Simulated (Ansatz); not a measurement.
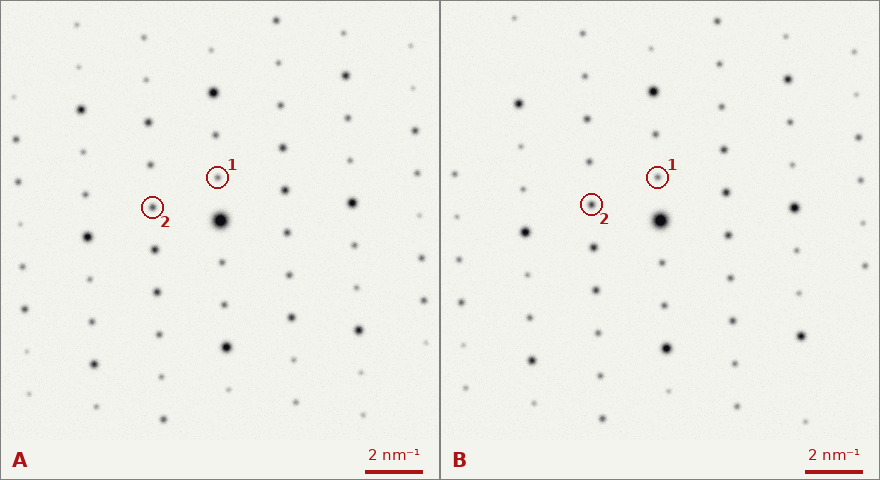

Kinematic electron diffraction patterns (120 kV, B = 0.5 Å², same scale) along [010] of the run's own cell, for the start and the end of one relaxation of YGe3Sb with DFT PBE, scalar-relativistic, plane waves, PAW in Ansatz 0.2.0. k mesh 10×10×6. The start is a generated model structure, and the relaxation ends in the nearest stationary point of its symmetry, not necessarily the ground state. Spot 1 is 0 0 -1 and spot 2 is -1 0 0 in both.

Start structure:

```
CELL_PARAMETERS angstrom
4.21691 0.00000 0.00000
0.00000 4.28222 0.00000
-1.60012 0.00000 6.60112
ATOMIC_POSITIONS crystal
Y 0.85531 0.00000 0.04811
Ge 0.34701 0.50000 0.01075
Ge 0.07414 0.50000 0.37394
Ge 0.48830 0.00000 0.38074
Sb 0.73524 0.50000 0.68646
```

Q: Which pattern belongs to the start structure, and which to the relaxed one?

A: A is the start: its cell gives d(1) = 6.601 Å, d(2) = 4.098 Å and an angle of 76.4°. B is the relaxed structure, with d(1) = 6.544 Å (-0.9 %), d(2) = 4.001 Å (-2.4 %) and 74.4°.

Q: Name reflections whose intensity changes strongly on relaxation.

A: 1 0 2 goes from 24 to 13 % of the strongest spot.

Q: Summarise the relaxation behind the change.

A: The volume changed by +0.2 % to 23.89 Å³ an atom; with the mean shift removed, the atoms moved by up to 0.10 Å relative to the cell (Ge most); the space group stayed Pm (No. 6); the free energy fell by 3.2 meV an atom. Relaxed cell: a = 4.153 Å, b = 4.395 Å, c = 6.792 Å, α = 90.00°, β = 105.55°, γ = 90.00°.
